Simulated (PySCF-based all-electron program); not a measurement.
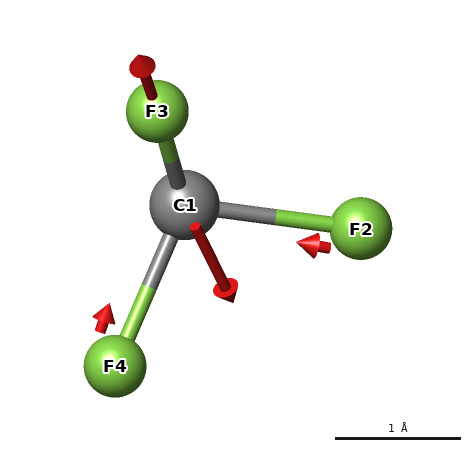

Arrows show the forces on the atoms, 0.1 Å of arrow for 1 eV/Å; forces under a tenth of the largest aren't drawn. State: neutral, doublet. Level of theory: r2SCAN, all-electron, scalar-relativistic (spin-free Dirac), large uncontracted Gaussian sets (PySCF-based all-electron program).

**On which atom is the force largest, and how large is it?**

On C1: 9.15 eV/Å.

**Which bond do the forces act along most?**

C1–F3, now 1.191 Å: the forces push its atoms apart, so a first step downhill lengthens it.

List the force components in the frame of the picture (x right, y up, z towards the viewer), in eV/Å.

```
atom     Fx     Fy     Fz
  C1   3.06  −6.15  −6.04
  F2  −2.71   0.50   0.73
  F3  −1.12   3.32   4.94
  F4   0.77   2.33   0.37
```
